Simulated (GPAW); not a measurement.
Consider zinc-blende (ZnTe)1-x(CdTe)x, x = 0.125.

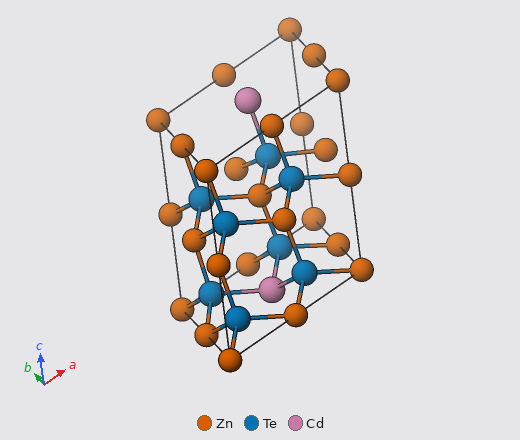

The structure (zinc orange, tellurium blue, cadmium pink). Bonds to atoms that aren't drawn are left out. Some periodic images of atoms are drawn too.

```xyz
16
Lattice="0.0000 6.1511 6.1511 6.1511 0.0000 6.1511 6.1511 6.1511 0.0000" Properties=species:S:1:pos:R:3 pbc="T T T"
Zn    0.0070    6.1491    6.1537
Te    1.5376    1.5409    1.5373
Zn    3.0869    3.0909    0.0221
Te    4.6237    4.6283    1.5534
Zn    9.2124    6.1484    3.0699
Te    4.6714    1.4658    4.5487
Zn    6.1535    9.2191    9.2202
Te    7.6930    4.5986    4.6079
Zn    6.1586    9.2189    3.0822
Te    1.4895    4.6774    4.5503
Zn    3.0953    6.1756    3.0896
Te    4.6261    7.6992    4.6327
Cd    9.2288    9.2185    6.1493
Te    4.6725    4.6648    7.7536
Zn    6.1524    6.1267    6.1391
Te    7.6296    7.6146    7.7419
```

Absorber: atom 2, with 3 Zn at 2.66 Å and 1 Zn at 2.66 Å (tetrahedral). Method: GPAW, PBE, excited-electron core hole (neutral cell), 16-atom cell with 8.7 Å between holes, 3×3×3 k points, dipole transitions, Gaussian full width 9.89 eV.

Where do the maxima of the Te K edge fall?

Main maxima up to 23 eV above the zero (height): 7.0 eV (1.13) and 20.0 eV (1.03). A K edge sees empty p states on the absorber. 

The Te K spectrum (energy from the bottom of the conduction band, which holds the excited electron; intensity scaled to a mean of 1 over the first 20 eV):

```tsv
E (eV)	intensity
-2.0	0.36
-0.5	0.53
1.0	0.72
2.5	0.89
4.0	1.02
5.5	1.10
7.0	1.13
8.5	1.11
10.0	1.06
11.5	1.02
13.0	0.99
14.5	0.98
16.0	0.99
17.5	1.01
19.0	1.02
20.5	1.03
22.0	1.01
23.5	0.99
25.0	0.96
26.5	0.93
28.0	0.90
```

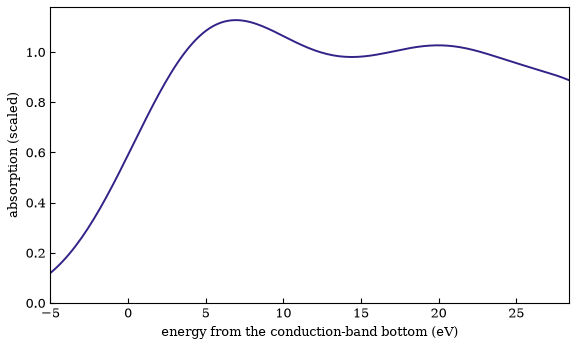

The Te K edge.

The script folds with a Gaussian, whereas the core hole's own line is a Lorentzian, so the onset is too steep and the first peak too high.

[Banner, clock and machine lines of the logs are left out without a mark of their own.]

[Logs are printed without paths, hosts, clocks, repeated set-up lines and the standing remarks that a program may print on its own settings, such as how far it seeks lower states.]

[Hosts, paths, dates, database ids (printed as entryN), source tags and the programs' standing remarks are cut or masked in the printed files.]

[Lists of maxima count a maximum above −3 eV only where it reaches 4 % of the highest in the window and stands out from its surroundings by 2 % of it (1.5 % where it reaches 55 %); shoulders and weaker maxima are passed over, and of the rest the first, up to two pre-edge ones and the few strongest are named.]
